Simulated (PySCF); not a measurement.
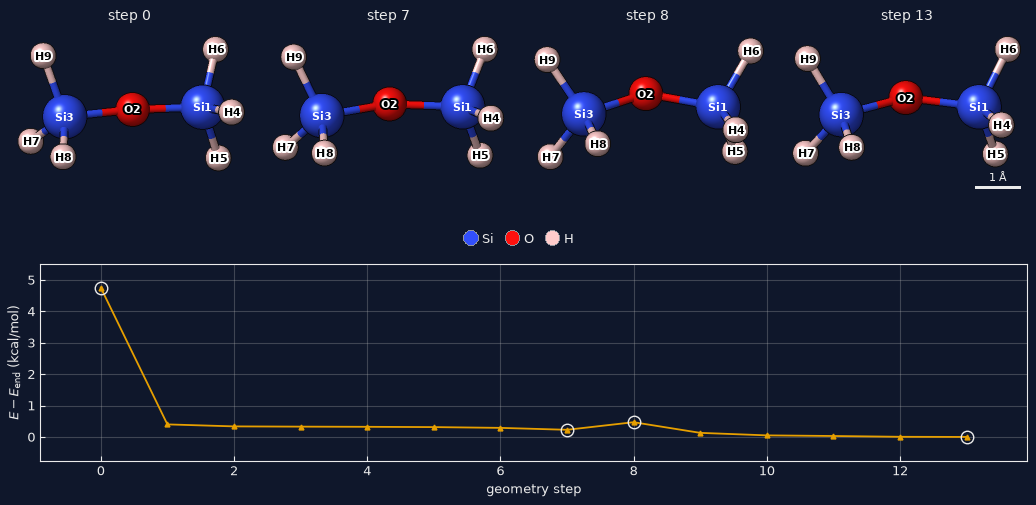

Frames of a relaxation of Si2H6O, marked on the history of the run. Style: ball-and-stick. Shown at a tilt.

The start comes from GFN2-xTB. Its atoms were then displaced at random by about 0.01 Å.

All numbers below come from PBE0-D3(BJ)/def2-SVP geometry optimisation, gas phase (PySCF). 

What happens along the run?

Answer. After 13 geometry steps the energy has fallen by 4.75 kcal/mol. H6 moves most after the best rigid fit: 0.40 Å. Largest moves by element: H 0.40 Å, O 0.37 Å, Si 0.05 Å. Among the contacts that change: Si1–O2 1.592 → 1.656 Å, O2–Si3 1.604 → 1.655 Å, Si1–H5 1.461 → 1.493 Å, Si3–H8 1.468 → 1.496 Å. Bond angles that change, for instance: Si1–O2–Si3 170.8° → 147.9°, H5–Si1–H6 113.5° → 109.3°, O2–Si1–H4 106.0° → 110.2°. The run took 24 s on 1 thread of Arm Neoverse V1, with other jobs on the host. From step 0 to 7: H6 moves most (0.24 Å), energy −4.53 kcal/mol. From step 7 to 8: H4 moves most (0.41 Å), energy +0.24 kcal/mol. From step 8 to 13: H4 moves most (0.18 Å), energy −0.47 kcal/mol.
